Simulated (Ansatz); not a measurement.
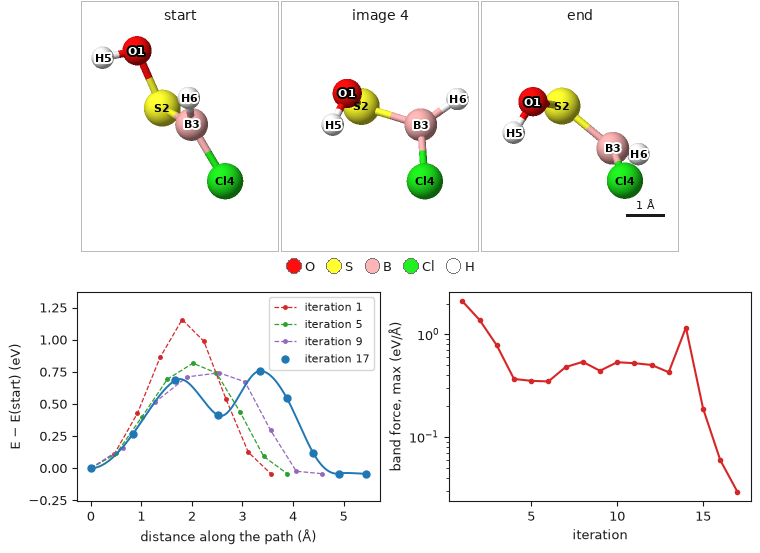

A search for the minimum-energy path of BH2SOCl by the nudged elastic band. Images are numbered from 0 (start) to 8 (end). The plot follows the band through its iterations. A ball-and-stick model, seen from a free direction.

The calculation used RKS PBE-D4/6-31G* (Ansatz). Run with 7 movable images; climbing image; force threshold 0.05 eV/Å; iteration limit 58; starting path by image-dependent pair potential.

Did the band converge, and can the barrier be trusted?

Answer. The run is converged, with reservations. The band converged in 17 iterations. The largest component of the band force went from 2.1 to 0.029 eV/Å. The climbing image converged on the top of the path. Its vibrational analysis gives one imaginary mode (276i cm⁻¹), as a transition state must have. The first iteration put the highest image at 1.16 eV. Forward barrier 0.76 eV, backward barrier 0.80 eV, with image 4 at the top; the reaction energy is −0.04 eV. The profile has 2 maxima (images 2, 4) with a dip at image 3 (+0.41 eV), so the process runs in steps.

Cost: 3.6 min on 1 thread of Arm Neoverse V2, with other jobs on the host, peak memory 0.12 GiB.
